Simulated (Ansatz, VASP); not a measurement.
# LiH: VASP beside Ansatz

One calculation is typed for both programs; each brings its own data sets. How far apart do they land? The cell is taken from a series of VASP runs on this material, whose earlier steps may have relaxed, scaled or displaced it; both programs get it as it stands. Valence electrons are named where the data sets of a main pair hold unlike numbers.

Program: Ansatz 0.2.0. Level of theory: plane waves, with VASP 6.6.1 beside it; band structure at LDA, band structure at PBE and dielectric response at LDA. Results are calculated unless marked as measured.

## 1. The structure

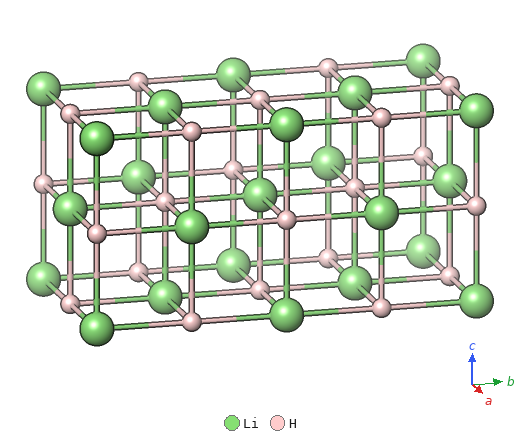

The starting structure, seen slightly off an axis (lithium green, hydrogen pink). 1×2×1 cells are drawn. This picture shows the conventional cell, with its axes. Some periodic images of atoms are drawn too.

## 2. VASP: band structure, LDA

Levels along a path test the potential and the projectors away from the mesh points.

Lines of VASP's logs that name or quote its potential files are left out, and so is its time.

The input, INCAR:

```
SYSTEM = LiH
PREC = Accurate
ENCUT = 580
EDIFF = 1E-06
NELM = 100
ISMEAR = 0
SIGMA = 0.03
LREAL = .FALSE.
ALGO = Normal
GGA = CA
NBANDS = 14
LORBIT = 11
LWAVE = .FALSE.
LCHARG = .FALSE.
KPAR = 4
LASPH = .TRUE.
```

The input, POSCAR:

```
LiH
1.0
    0.0000000000      2.0425000000      2.0425000000
    2.0425000000      0.0000000000      2.0425000000
    2.0425000000      2.0425000000      0.0000000000
Li H
1 1
Direct
    0.0000000000      0.0000000000      0.0000000000
    0.5000000000      0.5000000000      0.5000000000
```

The input, KPOINTS:

```
Automatic mesh
0
Gamma
10 10 10
0 0 0
```

The input, KPOINTS_OPT:

```
Line mode
10
Line-mode
Reciprocal
  0.00000000   0.00000000   0.00000000 GAMMA
  0.50000000   0.00000000   0.50000000 X

  0.50000000   0.00000000   0.50000000 X
  0.50000000   0.25000000   0.75000000 W

  0.50000000   0.25000000   0.75000000 W
  0.37500000   0.37500000   0.75000000 K

  0.37500000   0.37500000   0.75000000 K
  0.00000000   0.00000000   0.00000000 GAMMA

  0.00000000   0.00000000   0.00000000 GAMMA
  0.50000000   0.50000000   0.50000000 L

  0.50000000   0.50000000   0.50000000 L
  0.62500000   0.25000000   0.62500000 U

  0.62500000   0.25000000   0.62500000 U
  0.50000000   0.25000000   0.75000000 W

  0.50000000   0.25000000   0.75000000 W
  0.50000000   0.50000000   0.50000000 L

  0.50000000   0.50000000   0.50000000 L
  0.37500000   0.37500000   0.75000000 K

  0.62500000   0.25000000   0.62500000 U
  0.50000000   0.00000000   0.50000000 X
```

Potentials, in the order of the species: Li_sv and H (LDA family, release 64).

Command:

```console
$ mpirun -np 4 vasp_std
```

Output:

```text
[banner, memory and clock lines left out]
running    4 mpi-ranks, on    1 nodes
 distrk:  each k-point on    1 cores,    4 groups
 distr:  one band on    1 cores,    1 groups

 POSCAR found type information on POSCAR LiH
 POSCAR found :  2 types and       2 ions
 LDA part: xc-table for (Slater(with rela. corr.)+CA(PZ))
 , standard interpolation
 POSCAR, INCAR and KPOINTS ok, starting setup
 FFT: planning ... GRIDC
 FFT: planning ... GRID_SOFT
 FFT: planning ... GRID
 WAVECAR not read
 entering main loop
       N       E                     dE             d eps       ncg     rms          rms(c)
DAV:   1     0.990229913691E+00    0.99023E+00   -0.14099E+03  1316   0.274E+02
DAV:   2    -0.657275270562E+01   -0.75630E+01   -0.74628E+01  1752   0.566E+01
DAV:   3    -0.671558124633E+01   -0.14283E+00   -0.14273E+00  1662   0.632E+00
DAV:   4    -0.671604756091E+01   -0.46631E-03   -0.46631E-03  1520   0.371E-01
DAV:   5    -0.671604981984E+01   -0.22589E-05   -0.22588E-05  1660   0.243E-02    0.277E+00
DAV:   6    -0.652675487524E+01    0.18929E+00   -0.16003E-01  1652   0.754E-01    0.135E+00
DAV:   7    -0.646493537982E+01    0.61819E-01   -0.17677E-01  1708   0.875E-01    0.195E-01
DAV:   8    -0.646563216877E+01   -0.69679E-03   -0.29454E-03  1568   0.263E-01    0.393E-02
DAV:   9    -0.646558676634E+01    0.45402E-04   -0.13710E-04  1708   0.285E-02    0.466E-03
DAV:  10    -0.646558694277E+01   -0.17643E-06   -0.30137E-06  1546   0.950E-03
   1 F= -.64655869E+01 E0= -.64655869E+01  d E =-.181427E-20
 Start KPOINTS_OPT (optional k-point list driver)
k-point batch [1-47\100]
       N       E                     dE             ncg
DAV:   1    -0.394186990409E+04   -0.10708E+05     1316
DAV:   2    -0.430055603708E+04   -0.35869E+03     1824
DAV:   3    -0.430763443077E+04   -0.70784E+01     1616
DAV:   4    -0.430767545430E+04   -0.41024E-01     1604
DAV:   5    -0.430767575615E+04   -0.30185E-03     1688
DAV:   6    -0.430767575891E+04   -0.27538E-05     1564
DAV:   7    -0.430767575893E+04   -0.24189E-07     1410
[...]
k-point batch [95-100\100]
       N       E                     dE             ncg
DAV:   1     0.809288462977E+04   -0.16716E+04      168
DAV:   2     0.803166793262E+04   -0.61217E+02      262
DAV:   3     0.803085478862E+04   -0.81314E+00      250
DAV:   4     0.803085372875E+04   -0.10599E-02      204
DAV:   5     0.803085372312E+04   -0.56310E-05      242
DAV:   6     0.803085372307E+04   -0.44141E-07      210
```

OUTCAR, selected parts (step 2):

```text
ion  position               nearest neighbor table
   1  0.000  0.000  0.000-
   2  0.500  0.500  0.500-

  LATTYP: Found a face centered cubic cell.
 ALAT       =     4.0850000000

 Subroutine GETGRP returns: Found 48 space group operations
 (whereof 48 operations were pure point group operations)

The static configuration has the point symmetry O_h .

 Found     47 irreducible k-points:

   k-points           NKPTS =     47   k-points in BZ     NKDIM =     47   number of bands    NBANDS=     14

   dimension x,y,z NGX =    24 NGY =   24 NGZ =   24
   dimension x,y,z NGXF=    48 NGYF=   48 NGZF=   48

   ENCUT  =  580.0 eV  42.63 Ry    6.53 a.u.   5.67  5.67  5.67*2*pi/ulx,y,z

   NELECT =       4.0000    total number of electrons

 k-points in reciprocal lattice and weights: Automatic mesh
   0.00000000  0.00000000  0.00000000       0.001
   0.10000000  0.00000000  0.00000000       0.008
   0.20000000  0.00000000  0.00000000       0.008
   0.30000000  0.00000000  0.00000000       0.008
   0.40000000  0.00000000  0.00000000       0.008
   0.50000000  0.00000000  0.00000000       0.004
   0.10000000  0.10000000  0.00000000       0.006
   0.20000000  0.10000000  0.00000000       0.024
   0.30000000  0.10000000  0.00000000       0.024
[...]
-0.30000000  0.40000000  0.20000000       0.024
  -0.30000000  0.50000000  0.20000000       0.012

 average (electrostatic) potential at core
       1 -66.3669       2 -33.7473

 E-fermi :   0.1231

 k-point     1 :       0.0000    0.0000    0.0000
  band No.  band energies     occupation
      1     -43.5746      2.00000
      2      -5.4066      2.00000
      3      15.3388      0.00000
      4      16.7865      0.00000
      5      16.7865      0.00000
      6      16.7865      0.00000
      7      21.5115      0.00000
    ...

 k-point     2 :       0.1000    0.0000    0.0000
  band No.  band energies     occupation
      1     -43.5705      2.00000
      2      -5.2348      2.00000
      3      13.8417      0.00000
      4      15.9788      0.00000
      5      16.4275      0.00000
      6      16.4275      0.00000
      7      20.9597      0.00000
    ...

 k-point     3 :       0.2000    0.0000    0.0000
  band No.  band energies     occupation
      1     -43.5601      2.00000
      2      -4.7321      2.00000
      3      10.6789      0.00000
      4      14.8386      0.00000
      5      15.8355      0.00000
      6      15.8355      0.00000
      7      21.7261      0.00000
    ...

  Total       -0.4725657     -0.4725657     -0.4725657     -0.0000000     -0.0000000      0.0000000
  in kB      -44.4279839    -44.4279839    -44.4279839     -0.0000000     -0.0000000      0.0000000
  external PRESSURE =     -44.4279839 kB  Pullay stress =       0.0000000 kB

  energy-cutoff  :      580.00
  volume of cell :       17.04
      direct lattice vectors                 reciprocal lattice vectors
     0.000000000  2.042500000  2.042500000    -0.244798042  0.244798042  0.244798042
     2.042500000  0.000000000  2.042500000     0.244798042 -0.244798042  0.244798042
     2.042500000  2.042500000  0.000000000     0.244798042  0.244798042 -0.244798042

 POSITION                                       TOTAL-FORCE (eV/Angst)
 -----------------------------------------------------------------------------------
      0.00000      0.00000      0.00000         0.000000      0.000000      0.000000
      2.04250      2.04250      2.04250        -0.000000     -0.000000     -0.000000
 -----------------------------------------------------------------------------------
    total drift:                                0.000000     -0.000000     -0.000000

  FREE ENERGIE OF THE ION-ELECTRON SYSTEM (eV)
  ---------------------------------------------------
  free  energy   TOTEN  =        -6.4655869428 eV

  energy  without entropy=       -6.4655869428  energy(sigma->0) =       -6.46558694

 total charge
# of ion       s       p       d       tot
------------------------------------------
    1        2.018   0.073   0.000   2.091
    2        0.514   0.002   0.000   0.516
--------------------------------------------------
tot          2.532   0.075   0.000   2.607

[... 3 further parts left out ...]
```

The run ends at a pressure of -4.44 GPa.

## 3. Ansatz: band structure, LDA

Ansatz runs on its default PAW (the set named soft_2) files.

The same cell, functional (in two slightly different forms), mesh and smearing now go to Ansatz, which takes its cutoff from its data sets.

The input, input.yaml:

```yaml
crystal:
  lattice:
    - [0.0, 2.0425, 2.0425]
    - [2.0425, 0.0, 2.0425]
    - [2.0425, 2.0425, 0.0]
  atoms:
    - { symbol: Li, position: [0.0, 0.0, 0.0] }
    - { symbol: H, position: [0.5, 0.5, 0.5] }
hamiltonian:
  xc: lda
  pseudopotentials: { kind: paw }
kpoints:
  mp_grid: { grid: [10, 10, 10] }
  band_path:
    path:
      - [0.0, 0.0, 0.0]
      - [0.16667, 0.0, 0.16667]
      - [0.33333, 0.0, 0.33333]
      - [0.5, 0.0, 0.5]
      - [0.5, 0.08333, 0.58333]
      - [0.5, 0.19444, 0.69444]
      - [0.5, 0.25, 0.75]
      - [0.45833, 0.29167, 0.75]
      - [0.40278, 0.34722, 0.75]
      - [0.375, 0.375, 0.75]
      - [0.20833, 0.20833, 0.41667]
      - [0.08333, 0.08333, 0.16667]
      - [0.0, 0.0, 0.0]
      - [0.22222, 0.22222, 0.22222]
      - [0.38889, 0.38889, 0.38889]
      - [0.51389, 0.47222, 0.51389]
      - [0.55556, 0.38889, 0.55556]
      - [0.61111, 0.27778, 0.61111]
      - [0.61111, 0.25, 0.63889]
      - [0.56944, 0.25, 0.68056]
      - [0.51389, 0.25, 0.73611]
      - [0.5, 0.27778, 0.72222]
      - [0.5, 0.38889, 0.61111]
      - [0.5, 0.47222, 0.52778]
      - [0.48611, 0.48611, 0.52778]
      - [0.43056, 0.43056, 0.63889]
      - [0.38889, 0.38889, 0.72222]
      - [0.59722, 0.19444, 0.59722]
      - [0.55556, 0.11111, 0.55556]
      - [0.5, 0.0, 0.5]
    npoints: 1
scf:
  occupations: { method: gaussian, width: 0.03 }
  n_extra_bands: 7
output:
  forces: true
  stress: true
  eigenvalues: true
  write_density: true
  write_potential: true
  elf: true
  volumetric_format: npy
```

Command:

```console
$ ansatz run input.yaml --threads 2 --pin off --max-ram 4608MiB --backend cpu --events-out ev --progress --plain --runs-dir out
```

Output:

```text
scf.n_extra_bands = 7 over 2 filled bands (N_el = 4.0): the run solves 9 bands
Engine: ansatz 0.2.0, aarch64-unknown-linux-gnu
Pseudopotentials: kind: paw
Pseudopotential: Li, paw, valence charge 3, recommended cutoff 420 eV (normal), Li.paw.azcp
Pseudopotential: H, paw, valence charge 1, recommended cutoff 420 eV (normal), H.paw.azcp
Functional definition: SPW92
  exchange = slater_x
  correlation = pw_c
Crystal: 2 atoms, lattice volume = 17.042 Å³
Basis set: ecut = 420 eV, 331 PW (Γ)
Bands: 9, of which v1, the nominal top of the filled ones, is band 2 counted from 1 (1 counted from 0)
Symmetry: 48 space group operations
Space group: Fm-3m (ITA 225), of the structure as read, at distance tolerance 2.6e-5 Å
k-points: 47 of 1000
Non-local potential: Li, projectors of the file, l = 0: 3, l = 1: 2, l = 2: 1
Non-local potential: H, projectors of the file, l = 0: 2, l = 1: 1
PAW form: soft (Blöchl's): semilocal exchange-correlation on the pseudo side does not see the compensation charge
PAW one-centre angular grid: Li, 110 points (default); XC on 64 Gauss nodes
PAW one-centre angular grid: H, 110 points (default); XC on 64 Gauss nodes
Initial density: superposition of atomic densities (neutral atoms: chi_scale 0, normalization atom), corrected by the library's trained network
Initial wavefunctions: pseudopotential atomic-orbital guess
Functional: x = slater, c = lda
SCF iter   1: F=—  HF=-218.193757 eV  |F-HF|=—  |Δ(HF+E_count)|=         —  Δρ=1.21e-2  dr2=1.65e-2  ethr=1.77e-3  ⟨swp⟩=4.0  Hψ=2583  notcnv=0  defer=28
preconditioner: auto → none  [insulator: Δε(μ)=2.526 eV  Ē_g=18.729 eV  σ=0.030 eV  W_gap=1.00  n_scr=0 (ndim 8)  ℏωp=12.7 eV  f_vac=0.000  D(μ)=0.00/eV (n_scr^D=0)  ε∞_Penn≈1.5]
SCF iter   2: F=—  HF=-218.184632 eV  |F-HF|=—  |Δ(HF+E_count)|=   9.12e-3  Δρ=4.08e-3  dr2=1.71e-3  ethr=4.11e-4  ⟨swp⟩=2.0  Hψ=867  notcnv=0  defer=61
SCF iter   3: F=—  HF=-218.183305 eV  |F-HF|=—  |Δ(HF+E_count)|=   1.33e-3  Δρ=1.61e-4  dr2=2.14e-6  ethr=4.27e-5  ⟨swp⟩=2.4  Hψ=548  notcnv=0  defer=106
SCF iter   4: F=—  HF=-218.183304 eV  |F-HF|=—  |Δ(HF+E_count)|=   1.27e-6  Δρ=1.84e-5  dr2=4.22e-8  ethr=5.34e-8  ⟨swp⟩=2.8  Hψ=392  notcnv=0  defer=106
iter 5 did not close the SCF: its close was put off for the readings that it lacked (scf_convergence_deferred on its scf_iter line)
SCF iter   5: F=-218.183304 eV  HF=-218.183304 eV  |F-HF|=6.64e-11  |Δ(HF+E_count)|=   2.83e-8  Δρ=2.80e-6  dr2=1.07e-9  ethr=1.06e-9  ⟨swp⟩=1.0  Hψ=308  notcnv=0  defer=106
SCF iter   6: F=-218.183304 eV  HF=-218.183304 eV  |F-HF|=1.99e-13  |Δ(HF+E_count)|=  8.65e-11  Δρ=8.89e-8  dr2=5.25e-13  ethr=2.66e-11  ⟨swp⟩=6.0  Hψ=1938  notcnv=0
SCF 1 converged in 6 iterations: F = -218.183304 eV  dr2 = 5.25e-13
  greatest PAW one-centre occupation: 1.000 electrons in one spin orbital (limit 2), on the Li atom at site 0 (counted from 0), in its partial waves of l = 0
NSCF: frozen V_eff on 30 k-points
SCF converged after 6 iterations
Free energy (F): -218.183304 eV
Harris-Foulkes:  -218.183304 eV  (|F-HF|=1.99e-13)
Internal energy: -218.183304 eV  (E = F + TS)
E sigma→0 (E₀):  -218.183304 eV
Fermi energy:    1.757215 eV
--- Per-component energies (eV) ---
  E_band       = -89.809501
  E_kinetic    = 34.957669
  E_local      = -125.717680  (includes V_loc(G=0)·N_el)
  E_nonlocal   = -31.709640
  E_hartree    = 35.071771
  E_xc         = -19.512316
  E_vxc        = -25.451691  (∫ρ·V_xc dr)
  E_paw        = -18.939863  (= ΣΔE_a)
  E_vpaw       = -12.030710  (= ΣTr[D̂ρ^β])
  E_aug_tail   = -0.000994  (compensation charges beyond the density's cutoff)
  E_ewald      = -92.332251
  E_smearing   = -0.000000  (= −TS)
  E_closure    = 0.000000  (closes the sum)
  Σ components = -218.183304   (vs F -218.183304, Δ=0.00e0)
--- Forces (eV/Å), atoms counted from 1 ---
  atom   1  Li    -0.00000000     0.00000000    -0.00000000
  atom   2  H      0.00000000    -0.00000000     0.00000000
  max |Σ_I F_I| component: 7.85e-31 eV/Å
--- Stress (GPa, compression-positive) ---
       -4.303558      -0.000000       0.000000
        0.000000      -4.303558       0.000000
        0.000000      -0.000000      -4.303558
  P = ⅓ Tr σ = -4.3036 GPa (-43.036 kbar)
--- Band table (eV; the first three rows and the last of 47) ---
  k-point 0: bands = ["-43.0538", "-4.9207", "15.8356", "17.2704", "17.2704", "17.2704", "21.9967", "21.9967", "21.9967"]
  k-point 1: bands = ["-43.0498", "-4.7488", "14.3334", "16.4680", "16.9123", "16.9123", "21.4459", "22.7725", "22.7725"]
  k-point 2: bands = ["-43.0392", "-4.2453", "11.1675", "15.3287", "16.3212", "16.3212", "22.2160", "22.5779", "22.5779"]
  k-point 46: bands = ["-42.9984", "0.2204", "4.4979", "6.2405", "11.3780", "17.0116", "20.8998", "26.1373", "27.5773"]
```

It took 0.93 s on 2 threads of Arm Neoverse N1, shared host; peak memory 0.24 GiB; 1.3 s of CPU time.

## 4. Differences

Known differences besides the potentials themselves: the two LDA forms differ slightly; the cutoff is 420 eV in Ansatz and 580 eV in VASP; VASP's log shows a relativistic correction to its local exchange, Ansatz's none. Total energies have different zeros and are not compared.

Both answers:

```csv
quantity,Ansatz,VASP,difference
pressure (GPa),-4.30,-4.44,+0.14
pressure without Ansatz's Pulay correction (GPa),-4.40,-4.44,+0.04
gap over the path points (eV),2.663,2.656,+0.007
```

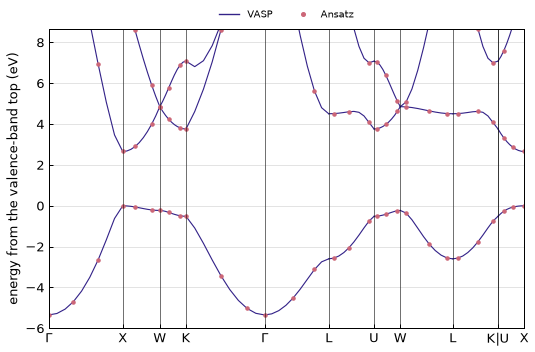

Bands from VASP (lines) and levels from Ansatz (dots). Dots without a line are higher empty bands that the VASP plot leaves out.

Levels at points of the path, from each program's valence-band top (eV; 1 filled, then empty):

```csv
k (reciprocal lattice),Ansatz,VASP
0.000 0.000 0.000,-5.35 15.41 16.84,-5.34 15.40 16.85
0.167 0.000 0.167,-4.70 12.63 13.85,-4.70 12.62 13.85
0.333 0.000 0.333,-2.66 6.96 11.09,-2.66 6.96 11.08
0.500 0.000 0.500,0.00 2.66 10.13,0.00 2.66 10.13
0.500 0.083 0.583,-0.06 2.91 8.59,-0.06 2.90 8.59
0.500 0.194 0.694,-0.20 4.00 5.93,-0.20 3.99 5.92
0.500 0.250 0.750,-0.23 4.86 4.86,-0.23 4.85 4.85
0.458 0.292 0.750,-0.32 4.25 5.76,-0.32 4.25 5.76
0.403 0.347 0.750,-0.49 3.82 6.90,-0.49 3.81 6.89
0.375 0.375 0.750,-0.51 3.77 7.08,-0.52 3.76 7.08
```

Among the levels compared at these points, filled levels agree within 4 meV and empty ones within 9 meV. Ansatz's pressure holds a Pulay correction of 0.09 GPa; VASP's holds none.

## 5. Other set-ups

Further runs change the set-up of one program: Ansatz's method, potentials or start, or VASP's data sets, cutoff or form of LDA. The table gives Ansatz less VASP for each quantity, since a change that brings one quantity closer may part another.

```csv
run,pressure (GPa),gap over the path points (eV)
as above,0.14,0.0071
Ansatz's all-electron LAPW method,0.16,0.0092
```

## 6. VASP: band structure, PBE

The same path points are solved in both programs, so levels can be compared one by one.

Changes to INCAR since step 2:

```diff
@@ -9,3 +9,3 @@
 ALGO = Normal
-GGA = CA
+GGA = PE
 NBANDS = 14
```

POSCAR is that of step 2.

KPOINTS is that of step 2.

KPOINTS_OPT is that of step 2.

Potentials, in the order of the species: Li_sv and H (PBE family, release 64).

Command:

```console
$ mpirun -np 4 vasp_std
```

Output:

```text
[banner, memory and clock lines left out]
running    4 mpi-ranks, on    1 nodes
[...]
LDA part: xc-table for (Slater+PW92), standard interpolation
 POSCAR, INCAR and KPOINTS ok, starting setup
[...]
entering main loop
       N       E                     dE             d eps       ncg     rms          rms(c)
DAV:   1     0.143290205896E+01    0.14329E+01   -0.14143E+03  1316   0.277E+02
DAV:   2    -0.621492000282E+01   -0.76478E+01   -0.75448E+01  1764   0.570E+01
DAV:   3    -0.636103187057E+01   -0.14611E+00   -0.14602E+00  1650   0.638E+00
DAV:   4    -0.636152951985E+01   -0.49765E-03   -0.49764E-03  1550   0.375E-01
[...]
DAV:   9    -0.612128070478E+01    0.64757E-04   -0.13198E-04  1646   0.293E-02    0.545E-03
DAV:  10    -0.612127605629E+01    0.46485E-05   -0.52676E-06  1594   0.117E-02    0.261E-03
DAV:  11    -0.612127539588E+01    0.66040E-06   -0.18488E-07   966   0.125E-03
   1 F= -.61212754E+01 E0= -.61212754E+01  d E =-.266377E-33
 Start KPOINTS_OPT (optional k-point list driver)
k-point batch [1-47\100]
       N       E                     dE             ncg
DAV:   1    -0.402815964980E+04   -0.10794E+05     1316
DAV:   2    -0.439158498261E+04   -0.36343E+03     1802
DAV:   3    -0.439909657617E+04   -0.75116E+01     1612
DAV:   4    -0.439914261804E+04   -0.46042E-01     1544
DAV:   5    -0.439914296268E+04   -0.34464E-03     1704
DAV:   6    -0.439914296585E+04   -0.31627E-05     1546
DAV:   7    -0.439914296588E+04   -0.28325E-07     1388
[...]
k-point batch [95-100\100]
       N       E                     dE             ncg
DAV:   1     0.808141563692E+04   -0.16831E+04      168
DAV:   2     0.801910596022E+04   -0.62310E+02      262
DAV:   3     0.801829447254E+04   -0.81149E+00      236
DAV:   4     0.801829326640E+04   -0.12061E-02      198
DAV:   5     0.801829326010E+04   -0.62971E-05      244
DAV:   6     0.801829326006E+04   -0.42730E-07      208
```

OUTCAR, selected parts (step 6):

```text
  Total       -0.2218380     -0.2218380     -0.2218380      0.0000000      0.0000000     -0.0000000
  in kB      -20.8559698    -20.8559698    -20.8559698      0.0000000      0.0000000     -0.0000000
  external PRESSURE =     -20.8559698 kB  Pullay stress =       0.0000000 kB

 POSITION                                       TOTAL-FORCE (eV/Angst)
 -----------------------------------------------------------------------------------
      0.00000      0.00000      0.00000        -0.000000      0.000000      0.000000
      2.04250      2.04250      2.04250         0.000000     -0.000000     -0.000000
 -----------------------------------------------------------------------------------
    total drift:                                0.000000     -0.000000     -0.000000

  FREE ENERGIE OF THE ION-ELECTRON SYSTEM (eV)
  ---------------------------------------------------
  free  energy   TOTEN  =        -6.1212753959 eV

  energy  without entropy=       -6.1212753959  energy(sigma->0) =       -6.12127540

[... 2 parts as in an earlier step ...]

[... 1 further part left out ...]
[key lines of the parts left out:]
E-fermi :   0.0801
```

The run ends at a pressure of -2.09 GPa.

(Part 1 of 2 ends here.)

[Lines on the potential files, build, host, timing and source positions are cut from VASP's logs without a mark.]

[Logs are printed without paths, hosts, clocks, repeated set-up lines and the standing remarks that a program may print on its own settings, such as how far it seeks lower states.]

[Hosts, paths, dates, database ids (printed as entryN), source tags and the programs' standing remarks are cut or masked in the printed files.]
